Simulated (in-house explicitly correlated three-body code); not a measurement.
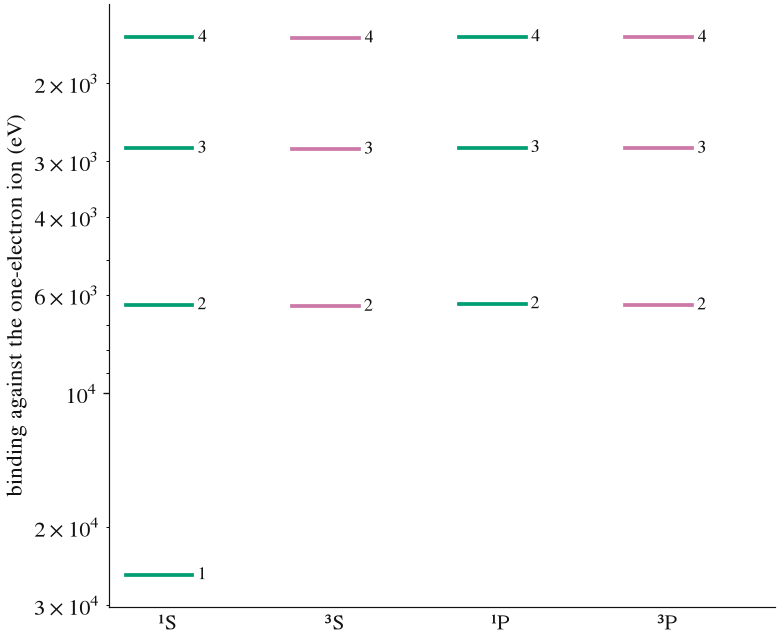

Two electrons around a point charge Z = 44 (Ru⁴²⁺). Computed variationally in 260 exponentially correlated functions with an in-house code, non-relativistic, converged to about 10⁻⁸ of the energy. The plot shows the bound S and P states that converged, by term and principal number n, on a logarithmic scale of binding.

**How do singlets and triplets lie?**

The ground state is bound by 25.60 keV. The n = 2 states drawn run, from the deepest, 2 ³S (6361 eV), 2 ³P (6317 eV), 2 ¹S (6311 eV), 2 ¹P (6278 eV). Exchange puts 2 ³S below 2 ¹S by 50.7 eV and 2 ³P below 2 ¹P by 38.6 eV. Quantum defects n − (Z − 1)/√(2 E(binding)): 2 ³S 0.011, 2 ³P 0.004, 2 ¹S 0.003, 2 ¹P −0.002.
